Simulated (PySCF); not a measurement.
C₃H₁₁BN₂ (SMILES CC(C)B(N)N)

```xyz
17

C    -1.4338    0.3817   -0.9867
C    -0.5916    0.2779    0.2888
C    -1.0099   -0.9678    1.0779
B     0.9849    0.2638   -0.0287
N     1.5284   -0.7063   -0.8829
N     1.8257    1.2209    0.5601
H    -1.1865    1.2880   -1.5350
H    -1.2494   -0.4695   -1.6390
H    -2.4972    0.4024   -0.7500
H    -0.8326    1.1495    0.9089
H    -2.0703   -0.9330    1.3264
H    -0.8270   -1.8686    0.4954
H    -0.4420   -1.0404    2.0029
H     0.9763   -1.4167   -1.3257
H     2.5053   -0.7674   -1.1080
H     1.4950    1.9364    1.1804
H     2.8177    1.2611    0.4051
```

Geometry: GFN2-xTB.

Level of theory: CAM-B3LYP/def2-SVPD, SCF density, gas phase in PySCF 2.14.0.

### Predict the electron density and electron localisation function between the atoms.

B–N (1.40 Å): the density is about 1.9 e/Å³ at the midpoint; the ELF peaks at about 0.95 between the atoms; a polar covalent bond.
C–B (1.61 Å): ρ is about 1.4 e/Å³ halfway; the ELF peaks at about 1 between the atoms: a covalent bond.
N–H (1.00 Å): the density is about 2.9 e/Å³ at the midpoint; the ELF climbs to about 1 towards the hydrogen, as it does in any bond to H; an ordinary covalent bond to hydrogen.
C–H (1.10 Å): the density is about 1.9 e/Å³ at the midpoint; the ELF climbs to about 1 towards the hydrogen; a covalent bond by its length.

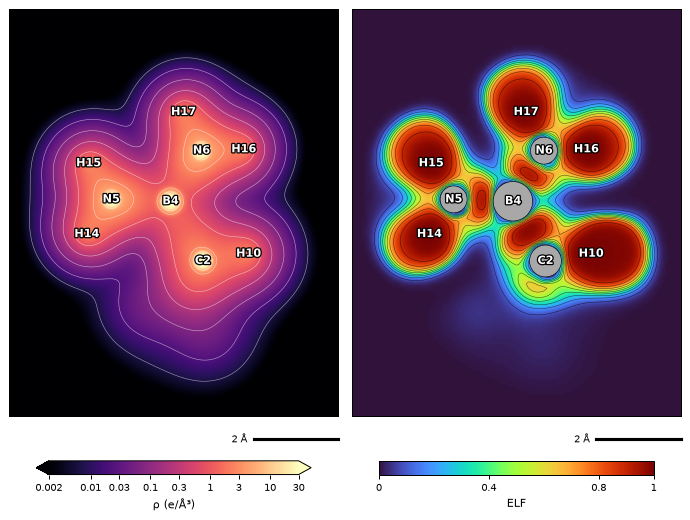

Computed electron density and electron localisation function on the plane of atoms B4, N5 and H15, in this order. Grey discs cover the atomic cores in the ELF map. 
